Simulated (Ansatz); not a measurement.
# P₂HF (singlet): density functionals in cc-pVTZ

What do functionals of several rungs give for P₂HF (singlet)?

The runs use Ansatz 0.2.0, Gaussian basis; cc-pVTZ, all electrons in the functionals, frozen cores in the correlation of double hybrids and RPA.

Plan: PBE, revPBE, r2SCAN, PBE0, B3LYP, wB97M-V, B2PLYP, RKS PBE0, RPA-PBE.

1 further run of the same task is left out (for a known fault of the program). Runs told in other sessions of the task aren't counted.

**1. The geometry**

The geometry is a PBE0/def2-TZVP stationary point (not a proven minimum).

4 atoms, charge 0, spin multiplicity 1.

Atoms are counted from 1 here; the program's logs count them from 0.

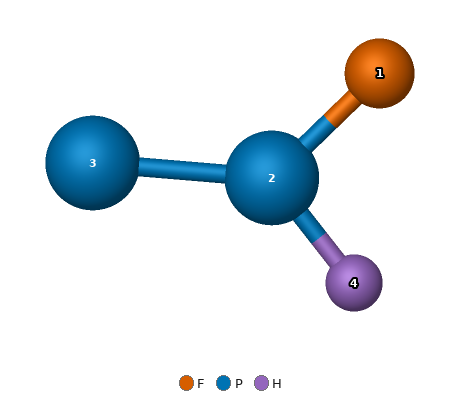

The structure; fluorine orange, phosphorus blue, hydrogen purple; atoms are numbered from 1 in the order of the file.

No dispersion term is added; wB97M-V holds VV10 nonlocal correlation. B3LYP takes the VWN-RPA correlation.

**2. PBE (unrestricted)**

Contents of in.yaml:

```yaml
crystal:
  periodic: [false, false, false]
  atoms:
    - {symbol: F, position_ang: [0.000000, -0.462650, 1.706368]}
    - {symbol: P, position_ang: [0.000000, 0.385133, 0.367425]}
    - {symbol: P, position_ang: [0.000000, -0.154977, -1.446144]}
    - {symbol: H, position_ang: [0.000000, 1.647710, 0.985897]}
basis:
  gaussian: {orbitals: cc-pVTZ}
magnetization: {spin_polarized: true, initial_magnetization: 0}
hamiltonian: {xc: {name: PBE}}
output: {orbitals: {seedname: orbitals}}
```

Started as:

```
$ ansatz run in.yaml --threads 1 --pin off --events-out ev --progress --plain --max-ram 4096MiB --backend cpu
```

What it wrote:

```text
Functional definition: PBE
  name "PBE"
  cite "Perdew, Burke & Ernzerhof, Phys. Rev. Lett. 77, 3865 (1996) doi:10.1103/PhysRevLett.77.3865"
  parent pbe
  parameter kappa = 0.804
  parameter beta = 0.06672455060314922
  exchange = pbe_x(kappa = kappa, mu = beta*pi^2/3)
  correlation = pbe_c(beta = beta)
736 factors; their error is unknown
mean field evaluation 1: about -21298.6719 eV, gradient 2.2e1 eV
mean field evaluation 2: about -21296.0831 eV, gradient 3.6e1 eV
mean field evaluation 4: about -21300.5174 eV, gradient 4.3e0 eV
mean field evaluation 8: about -21300.6164 eV, gradient 1.1e-1 eV
mean field evaluation 16: about -21300.6164 eV, gradient 3.5e-5 eV
mean field -21300.61642656 eV, -782.7832155996 hartree, gradient 3.5e-5 eV, S^2 0.000000; 0 other end points of the search recorded, 0 dependent functions left out
reference -21300.61645493 eV, -782.7832166421 hartree; 20, 20 occupied and 92, 92 virtual orbitals, 736 factors
Total energy: -21300.61645493 eV, -782.7832166421 hartree
```

Wall time 1.8 s (1 thread of AMD EPYC 7R13, shared host).

From the report: ⟨S²⟩ of the determinant 0.000 (pure singlet: 0.00).

**3. revPBE (unrestricted)**

in.yaml: that of step 2 with these lines changed.

```diff
@@ -10,3 +10,2 @@
 magnetization: {spin_polarized: true, initial_magnetization: 0}
-hamiltonian: {xc: {name: PBE}}
-output: {orbitals: {seedname: orbitals}}
+hamiltonian: {xc: {name: revPBE}}
```

The command is unchanged.

What it wrote:

```text
Functional definition: revPBE
  name "revPBE"
  cite "Zhang & Yang, Phys. Rev. Lett. 80, 890 (1998) doi:10.1103/PhysRevLett.80.890"
  cite "Perdew, Burke & Ernzerhof, Phys. Rev. Lett. 77, 3865 (1996) doi:10.1103/PhysRevLett.77.3865"
  parameter kappa = 1.245
  parameter beta = 0.06672455060314922
  exchange = pbe_x(kappa = kappa, mu = beta*pi^2/3)
  correlation = pbe_c(beta = beta)
736 factors; their error is unknown
mean field evaluation 1: about -21305.3743 eV, gradient 2.2e1 eV
mean field evaluation 2: about -21302.9465 eV, gradient 3.5e1 eV
mean field evaluation 4: about -21307.1601 eV, gradient 4.2e0 eV
mean field evaluation 8: about -21307.2841 eV, gradient 2.1e-1 eV
mean field evaluation 16: about -21307.2563 eV, gradient 3.5e-5 eV
mean field -21307.25632055 eV, -783.0272272033 hartree, gradient 3.3e-6 eV, S^2 0.000000; 0 other end points of the search recorded, 0 dependent functions left out
reference -21307.25635582 eV, -783.0272284995 hartree; 20, 20 occupied and 92, 92 virtual orbitals, 736 factors
Total energy: -21307.25635582 eV, -783.0272284995 hartree
```

It took 1.9 s on 1 thread of AMD EPYC 7R13, shared host; peak memory 0.27 GiB.

From the report: ⟨S²⟩ of the determinant 0.000 (pure singlet: 0.00).

**4. r2SCAN (unrestricted)**

in.yaml: that of step 3 with these lines changed.

```diff
@@ -10,2 +10,2 @@
 magnetization: {spin_polarized: true, initial_magnetization: 0}
-hamiltonian: {xc: {name: revPBE}}
+hamiltonian: {xc: {name: r2SCAN}}
```

Same command.

What it wrote:

```text
Functional definition: r2SCAN
  name "r2SCAN"
  cite "Furness, Kaplan, Ning, Perdew & Sun, J. Phys. Chem. Lett. 11, 8208 (2020) doi:10.1021/acs.jpclett.0c02405"
  cite "Furness, Kaplan, Ning, Perdew & Sun, J. Phys. Chem. Lett. 11, 9248 (2020) doi:10.1021/acs.jpclett.0c03077"
  parent r2scan
  parameter k0 = 0.174
  parameter k1 = 0.065
  parameter a1 = 4.9479
  exchange = r2scan_x(k0 = k0, k1 = k1, a1 = a1)
  correlation = r2scan_c
736 factors; their error is unknown
mean field evaluation 1: about -21307.5701 eV, gradient 2.1e1 eV
mean field evaluation 2: about -21305.9127 eV, gradient 3.1e1 eV
mean field evaluation 4: about -21309.1283 eV, gradient 3.2e0 eV
mean field evaluation 8: about -21309.1982 eV, gradient 3.5e-2 eV
mean field evaluation 16: about -21309.1698 eV, gradient 2.4e-5 eV
mean field -21309.16980766 eV, -783.0975465573 hartree, gradient 2.4e-5 eV, S^2 0.000000; 1 other end points of the search recorded, 0 dependent functions left out
reference -21309.16981659 eV, -783.0975468855 hartree; 20, 20 occupied and 92, 92 virtual orbitals, 736 factors
Total energy: -21309.16981659 eV, -783.0975468855 hartree
```

It took 4.9 s on 1 thread of AMD EPYC 7R13, shared host.

From the report: ⟨S²⟩ of the determinant 0.000 (pure singlet: 0.00).

**5. PBE0 (unrestricted)**

in.yaml: that of step 4 with these lines changed.

```diff
@@ -10,2 +10,3 @@
 magnetization: {spin_polarized: true, initial_magnetization: 0}
-hamiltonian: {xc: {name: r2SCAN}}
+hamiltonian: {xc: {name: PBE0}}
+output: {orbitals: {seedname: orbitals}}
```

Launched as before.

What it wrote:

```text
Functional definition: PBE0
  name "PBE0"
  cite "Adamo & Barone, J. Chem. Phys. 110, 6158 (1999) doi:10.1063/1.478522"
  cite "Perdew, Burke & Ernzerhof, Phys. Rev. Lett. 77, 3865 (1996) doi:10.1103/PhysRevLett.77.3865"
  parent pbe
  parameter a = 0.25
  parameter kappa = 0.804
  parameter beta = 0.06672455060314922
  exchange = (1 - a)*pbe_x(kappa = kappa, mu = beta*pi^2/3) + a*exact_x
  correlation = pbe_c(beta = beta)
774 factors; their error is unknown
mean field evaluation 1: about -21300.4860 eV, gradient 1.9e1 eV
mean field evaluation 2: about -21299.6255 eV, gradient 2.6e1 eV
mean field evaluation 4: about -21301.8023 eV, gradient 1.2e0 eV
mean field evaluation 8: about -21301.9743 eV, gradient 3.3e-2 eV
mean field evaluation 16: about -21300.6702 eV, gradient 5.1e0 eV
mean field -21301.97426237 eV, -782.8331151453 hartree, gradient 1.8e-5 eV, S^2 0.000000; 2 other end points of the search recorded, 0 dependent functions left out
reference -21301.97428330 eV, -782.8331159144 hartree; 20, 20 occupied and 92, 92 virtual orbitals, 774 factors
Total energy: -21301.97428330 eV, -782.8331159144 hartree
```

Wall time 3.1 s (1 thread of AMD EPYC 7R13, shared host); peak memory 0.25 GiB.

From the report: ⟨S²⟩ of the determinant 0.000 (pure singlet: 0.00).

The fields below are evaluated on a grid from the run's orbitals.

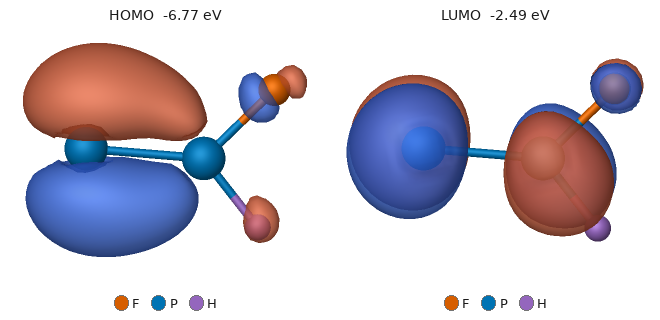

Frontier orbitals at PBE0/cc-pVTZ (alpha spin); each surface holds 70 % of the orbital's density, blue and red mark the sign.

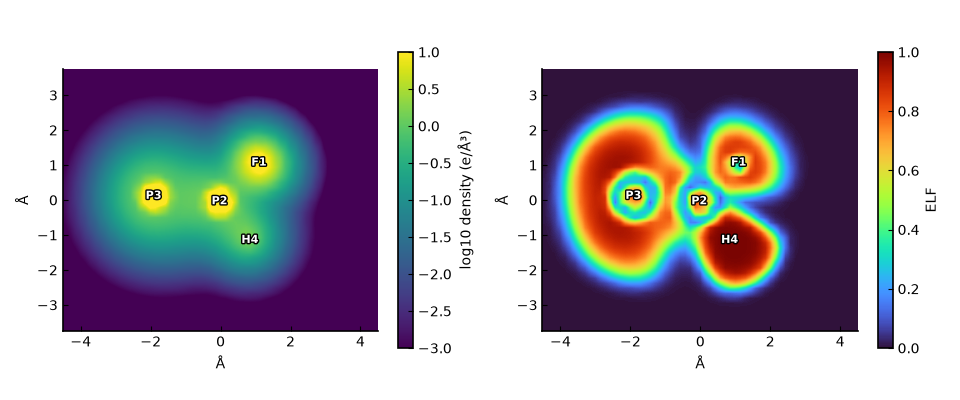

Density (left) and ELF (right) in a plane through or near 4 of the atoms.

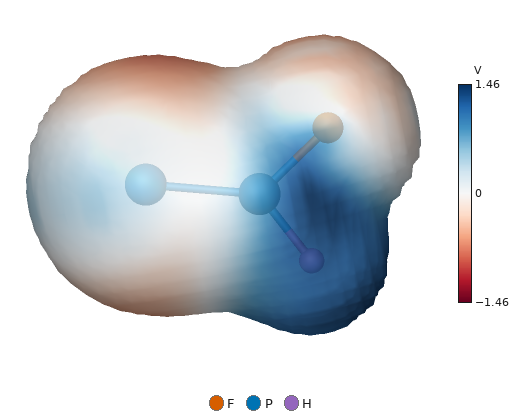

Electrostatic potential on the surface of density 0.002 e/bohr³; red is low, blue high. It runs from -0.69 V near P3 to 1.46 V near H4.

**6. B3LYP (unrestricted)**

in.yaml: that of step 5 with these lines changed.

```diff
@@ -10,3 +10,2 @@
 magnetization: {spin_polarized: true, initial_magnetization: 0}
-hamiltonian: {xc: {name: PBE0}}
-output: {orbitals: {seedname: orbitals}}
+hamiltonian: {xc: {name: B3LYP}}
```

The command is unchanged.

What it wrote, cut to the lines that bear on the results:

```text
Functional definition: B3LYP
  name "B3LYP"
  cite "Stephens, Devlin, Chabalowski & Frisch, J. Phys. Chem. 98, 11623 (1994) doi:10.1021/j100096a001"
  cite "Becke, Phys. Rev. A 38, 3098 (1988) doi:10.1103/PhysRevA.38.3098"
  cite "Lee, Yang & Parr, Phys. Rev. B 37, 785 (1988) doi:10.1103/PhysRevB.37.785"
  cite "Vosko, Wilk & Nusair, Can. J. Phys. 58, 1200 (1980) doi:10.1139/p80-159"
[...]
742 factors; their error is unknown
[...]
mean field -21312.58957022 eV, -783.2232205135 hartree, gradient 4.7e-5 eV, S^2 0.000000; 0 other end points of the search recorded, 0 dependent functions left out
reference -21312.58977173 eV, -783.2232279189 hartree; 20, 20 occupied and 92, 92 virtual orbitals, 742 factors
Total energy: -21312.58977173 eV, -783.2232279189 hartree
```

Run time: 2.8 s. Hardware: 1 thread of AMD EPYC 7R13, shared host; peak memory 0.25 GiB.

From the report: ⟨S²⟩ of the determinant 0.000 (pure singlet: 0.00).

**7. wB97M-V (unrestricted)**

in.yaml: that of step 6 with these lines changed.

```diff
@@ -10,2 +10,3 @@
 magnetization: {spin_polarized: true, initial_magnetization: 0}
-hamiltonian: {xc: {name: B3LYP}}
+hamiltonian: {xc: {name: wB97M-V}}
+output: {orbitals: {seedname: orbitals}}
```

Same command.

What it wrote, cut to the lines that bear on the results:

```text
Functional definition: wB97M-V
  name "wB97M-V"
  cite "Mardirossian & Head-Gordon, J. Chem. Phys. 144, 214110 (2016) doi:10.1063/1.4952647"
  cite "Becke, J. Chem. Phys. 107, 8554 (1997) doi:10.1063/1.475007"
  cite "Vydrov & Van Voorhis, J. Chem. Phys. 133, 244103 (2010) doi:10.1063/1.3521275"
  # Of w^i u^j: cxij and so on, Table III.
[...]
  gx(w, u) = 1 - cx + cx01*u + cx10*w
  gss(w, u) = css00 + css04*u^4 + css10*w + css20*w^2 + css43*w^4*u^3
  gos(w, u) = cos00 + cos10*w + (cos20 + cos21*u)*w^2 + (cos60 + cos61*u)*w^6
[...]
      + integral(e_c_pw_mod_opposite_spin*gos(b97_w_opposite, b97_u_opposite)) + vv10(b, c)
736 factors; their error is unknown
138 factors; integrals over basis functions are off by at most 4.1e-5 eV
[...]
mean field -21309.83150711 eV, -783.1218635637 hartree, gradient 4.0e-5 eV, S^2 0.000000; 0 other end points of the search recorded, 0 dependent functions left out
reference -21309.83153909 eV, -783.1218647389 hartree; 20, 20 occupied and 92, 92 virtual orbitals, 736 factors
Total energy: -21309.83153909 eV, -783.1218647389 hartree
```

Wall time 9.5 s (1 thread of AMD EPYC 7R13, shared host); peak memory 0.37 GiB.

From the report: ⟨S²⟩ of the determinant 0.000 (pure singlet: 0.00).

**8. B2PLYP (unrestricted)**

in.yaml: that of step 7 with these lines changed.

```diff
@@ -10,3 +10,3 @@
 magnetization: {spin_polarized: true, initial_magnetization: 0}
-hamiltonian: {xc: {name: wB97M-V}}
-output: {orbitals: {seedname: orbitals}}
+hamiltonian: {xc: {name: B2PLYP}}
+correlation: {electrons: outside_noble_gas}
```

Same command.

What it wrote, cut to the lines that bear on the results:

```text
Functional definition: B2PLYP
  name "B2PLYP"
  cite "Grimme, J. Chem. Phys. 124, 034108 (2006) doi:10.1063/1.2148954"
  cite "Becke, Phys. Rev. A 38, 3098 (1988) doi:10.1103/PhysRevA.38.3098"
  cite "Lee, Yang & Parr, Phys. Rev. B 37, 785 (1988) doi:10.1103/PhysRevB.37.785"
[...]
656 factors; integrals over basis functions are off by at most 1.1e-3 eV
[...]
mean field -21298.60472688 eV, -782.7092870000 hartree, gradient 4.3e-6 eV, S^2 0.000000; 4 other end points of the search recorded, 0 dependent functions left out
11 core orbitals not correlated: weight in the atoms' cores, before any rotation towards them, 1.000 or more for the frozen orbitals, at most 0.000 for the correlated occupied ones
reference -21298.60485382 eV, -782.7092916652 hartree; 9, 9 occupied and 92, 92 virtual orbitals, 656 factors
second order -18.35904334 eV of doubles, -0.00000000 eV of singles
Total energy: -21303.56179553 eV, -782.8914559128 hartree
```

Run time: 7 s. Hardware: 1 thread of AMD EPYC 7R13, shared host; peak memory 0.27 GiB.

From the report: ⟨S²⟩ of the determinant 0.000 (pure singlet: 0.00).

**9. PBE0 (restricted)**

in.yaml: that of step 8 with these lines changed.

```diff
@@ -9,4 +9,2 @@
   gaussian: {orbitals: cc-pVTZ}
-magnetization: {spin_polarized: true, initial_magnetization: 0}
-hamiltonian: {xc: {name: B2PLYP}}
-correlation: {electrons: outside_noble_gas}
+hamiltonian: {xc: {name: PBE0}}
```

Launched as before.

What it wrote:

```text
Functional definition: PBE0
  name "PBE0"
  cite "Adamo & Barone, J. Chem. Phys. 110, 6158 (1999) doi:10.1063/1.478522"
  cite "Perdew, Burke & Ernzerhof, Phys. Rev. Lett. 77, 3865 (1996) doi:10.1103/PhysRevLett.77.3865"
  parent pbe
  parameter a = 0.25
  parameter kappa = 0.804
  parameter beta = 0.06672455060314922
  exchange = (1 - a)*pbe_x(kappa = kappa, mu = beta*pi^2/3) + a*exact_x
  correlation = pbe_c(beta = beta)
774 factors; their error is unknown
mean field evaluation 1: about -21300.4860 eV, gradient 2.7e1 eV
mean field evaluation 2: about -21299.6255 eV, gradient 3.7e1 eV
mean field evaluation 4: about -21301.8023 eV, gradient 1.7e0 eV
mean field evaluation 8: about -21301.8154 eV, gradient 2.5e-2 eV
mean field evaluation 16: about -21301.9743 eV, gradient 6.3e-5 eV
mean field -21301.97426241 eV, -782.8331151467 hartree, gradient 6.3e-5 eV, S^2 0.000000; 0 other end points of the search recorded, 0 dependent functions left out
reference -21301.97428334 eV, -782.8331159158 hartree; 20, 20 occupied and 92, 92 virtual orbitals, 774 factors
Total energy: -21301.97428334 eV, -782.8331159158 hartree
```

Run time: 1.4 s. Hardware: 1 thread of AMD EPYC 7R13, shared host; peak memory 0.27 GiB.

**10. RPA-PBE**

in.yaml: that of step 9 with these lines changed.

```diff
@@ -9,2 +9,4 @@
   gaussian: {orbitals: cc-pVTZ}
-hamiltonian: {xc: {name: PBE0}}
+magnetization: {spin_polarized: true, initial_magnetization: 0}
+hamiltonian: {xc: {name: PBE}}
+correlation: {method: rpa, electrons: outside_noble_gas}
```

Same command.

What it wrote, cut to the lines that bear on the results:

```text
Functional definition: PBE
  name "PBE"
  cite "Perdew, Burke & Ernzerhof, Phys. Rev. Lett. 77, 3865 (1996) doi:10.1103/PhysRevLett.77.3865"
  parent pbe
[...]
656 factors; integrals over basis functions are off by at most 1.1e-3 eV
[...]
mean field -21300.61641472 eV, -782.7832151648 hartree, gradient 1.9e-6 eV, S^2 0.000000; 0 other end points of the search recorded, 0 dependent functions left out
11 core orbitals not correlated: weight in the atoms' cores, before any rotation towards them, 1.000 or more for the frozen orbitals, at most 0.000 for the correlated occupied ones
reference -21265.28563914 eV, -781.4848331102 hartree; 9, 9 occupied and 92, 92 virtual orbitals, 656 factors
Total energy: -21289.25684186 eV, -782.3657585616 hartree
```

It took 2.7 s on 1 thread of AMD EPYC 7R13, shared host; peak memory 0.27 GiB.

From the report: ⟨S²⟩ of the determinant 0.000 (pure singlet: 0.00).

**11. Side by side**

```tsv
functional	energy (eV)	⟨S²⟩	time
PBE	-21300.6165	0.000	1.8 s
revPBE	-21307.2564	0.000	1.9 s
r2SCAN	-21309.1698	0.000	4.9 s
PBE0	-21301.9743	0.000	3.1 s
B3LYP	-21312.5898	0.000	2.8 s
wB97M-V	-21309.8315	0.000	9.5 s
B2PLYP	-21303.5618	0.000	7 s
RKS PBE0	-21301.9743	0.000	1.4 s
RPA-PBE	-21289.2568	0.000	2.7 s
```

Orbital levels of the runs that wrote orbitals: PBE HOMO -5.71, LUMO -3.28 eV; PBE0 HOMO -6.77, LUMO -2.49 eV; wB97M-V HOMO -8.78, LUMO -0.41 eV.

**12. Outcome**

| quantity | value |
| --- | --- |
| spread of total energies | 23.3 eV |
| quickest, slowest | RKS PBE0 1.4 s, wB97M-V 9.5 s |

Total energies of different functionals can't be ranked; only differences within one functional count.
